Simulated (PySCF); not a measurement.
**C₇H₁₄FNSi: density, localisation and related maps**

```yaml
atoms:
  - { symbol: C, position_ang: [4.0576, 0.9923, 0.5423] }
  - { symbol: C, position_ang: [2.9136, 0.3987, -0.1091] }
  - { symbol: C, position_ang: [1.9628, -0.0993, -0.6586] }
  - { symbol: Si, position_ang: [0.4545, -0.8185, -1.4353] }
  - { symbol: F, position_ang: [0.8275, -2.3430, -1.8490] }
  - { symbol: C, position_ang: [-0.9890, -0.9473, -0.1838] }
  - { symbol: C, position_ang: [-0.5283, -1.4479, 1.1938] }
  - { symbol: N, position_ang: [-1.7483, 0.2999, -0.1735] }
  - { symbol: C, position_ang: [-1.0639, 1.4140, 0.4430] }
  - { symbol: C, position_ang: [-3.0944, 0.1666, 0.3405] }
  - { symbol: H, position_ang: [3.8857, 2.0580, 0.6938] }
  - { symbol: H, position_ang: [4.9474, 0.8597, -0.0724] }
  - { symbol: H, position_ang: [4.2216, 0.5186, 1.5100] }
  - { symbol: H, position_ang: [0.0877, -0.1664, -2.6816] }
  - { symbol: H, position_ang: [-1.6786, -1.7009, -0.5861] }
  - { symbol: H, position_ang: [-1.3704, -1.5474, 1.8776] }
  - { symbol: H, position_ang: [-0.0609, -2.4239, 1.0849] }
  - { symbol: H, position_ang: [0.2010, -0.7695, 1.6318] }
  - { symbol: H, position_ang: [-1.6010, 2.3307, 0.1947] }
  - { symbol: H, position_ang: [-1.0098, 1.3377, 1.5397] }
  - { symbol: H, position_ang: [-0.0525, 1.4875, 0.0490] }
  - { symbol: H, position_ang: [-3.1369, -0.0189, 1.4249] }
  - { symbol: H, position_ang: [-3.6377, 1.0898, 0.1355] }
  - { symbol: H, position_ang: [-3.5992, -0.6506, -0.1730] }
```

Geometry: GFN2-xTB.

These are results of PySCF, PBE0/pcSseg-1, SCF density, gas phase, non-relativistic, not measurements.

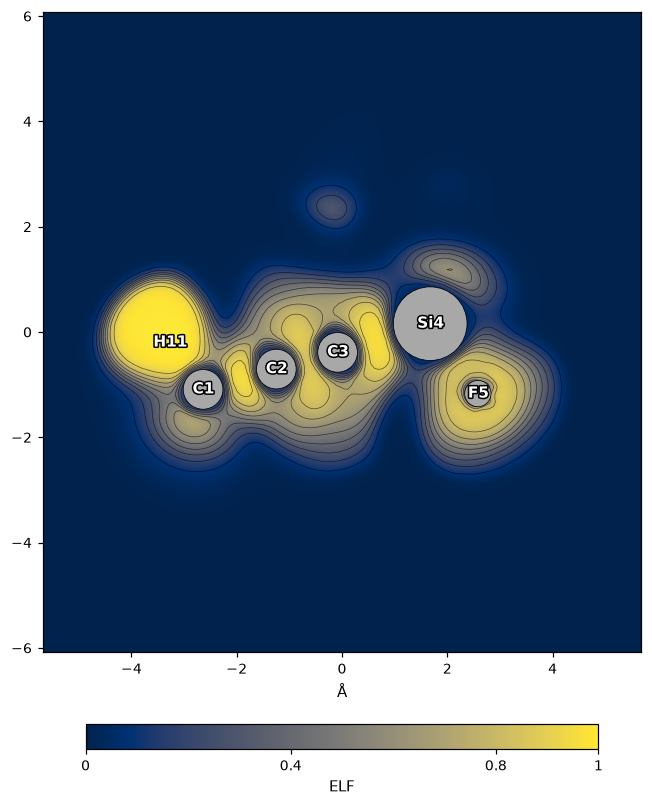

Figure 1. ELF on the plane of atoms C2, C1 and H11. Grey discs cover the atomic cores.

Describe what can be read from this map.

Answer.
- Atoms in the plane: C, Si, F and H.
- C–C (1.21 Å): the ELF peaks at about 0.85 between the atoms; a multiple bond.
- Si–F (1.62 Å): the ELF peaks at about 0.85 in the valence shell of F, 0.6 Å from its nucleus, and is about 0.50 at the midpoint.
- C–Si (1.84 Å): the ELF peaks at about 0.95 between the atoms (localised, covalent bonding).
- C–H (1.09 Å): the ELF climbs to about 1 towards the hydrogen, as it does in any bond to H: a covalent bond by its length.
- The ELF also peaks beside F5, away from the bonds: lone-pair regions.

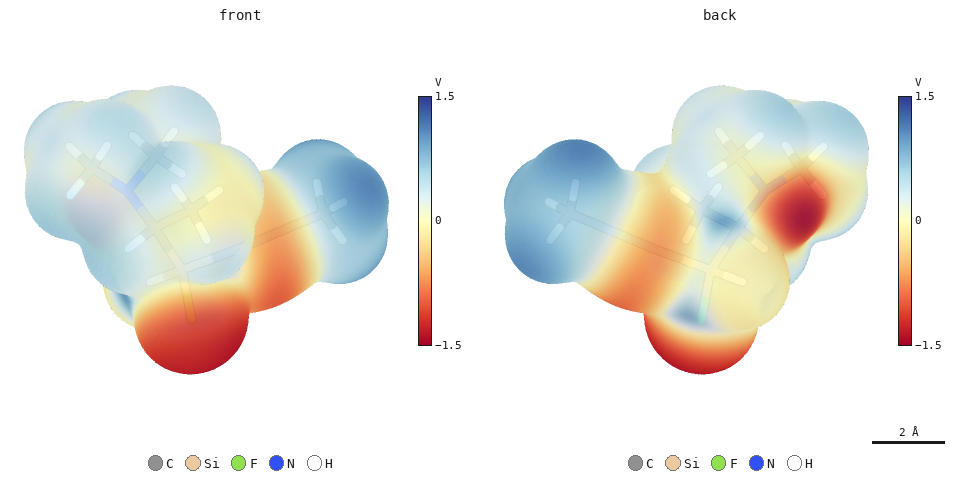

Figure 2. The molecular electrostatic potential painted on the density surface at 0.002 e/bohr³, seen from the front and from behind; the colour scale runs from red (negative) to blue (positive).

Describe the electrostatic potential map.

Answer. The most negative region (about −1.4 V) lies over F5 and N8, the most positive (about +1.1 V) over H11, H12 and H13.
